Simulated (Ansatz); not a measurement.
# Profile along the Mo–Mo line in Mo (bcc, W type)

Mo (bcc, W type)

```cif
data_Mo2
_chemical_formula_sum 'Mo2'
_space_group_name_H-M_alt 'Im-3m'
_space_group_IT_number 229
_space_group_name_Hall '-I 4 2 3'
_cell_length_a 3.16074
_cell_length_b 3.16074
_cell_length_c 3.16074
_cell_angle_alpha 90.000
_cell_angle_beta 90.000
_cell_angle_gamma 90.000
loop_
_atom_site_label
_atom_site_type_symbol
_atom_site_symmetry_multiplicity
_atom_site_Wyckoff_symbol
_atom_site_fract_x
_atom_site_fract_y
_atom_site_fract_z
_atom_site_occupancy
Mo1 Mo 2 a 0.00000 0.00000 0.00000 1
```
(The calculation used a cell of 1 atom; values per cell refer to that cell.)

Fields along a shortest Mo–Mo line of a {211} plane (2.74 Å), from Mo to Mo, interpolated on the slice's grid (step about 0.2 Å). Method: PBE (plane waves to 420 eV, PAW, scalar-relativistic; Ansatz, a program for electronic structure). k mesh 21×21×21. Inside the PAW spheres the values are not all-electron values, and peaks at nuclei hang on which shells count as valence. Mo is run without spin polarisation. Mo was relaxed with its symmetry unable to fall.

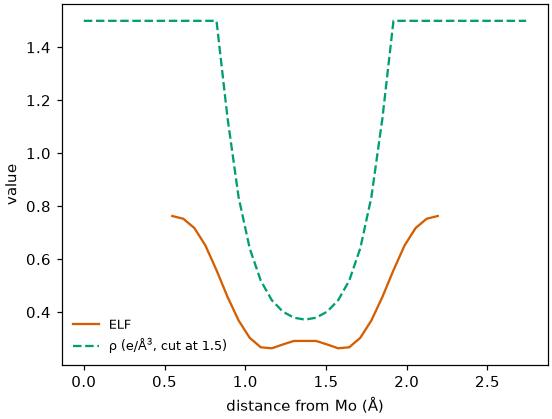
*ELF (away from the nuclei) and valence density from Mo to Mo.*

Density on the Mo–Mo line (2.74 Å) at its midpoint: 0.37 e/Å³. ELF at that point: 0.3.
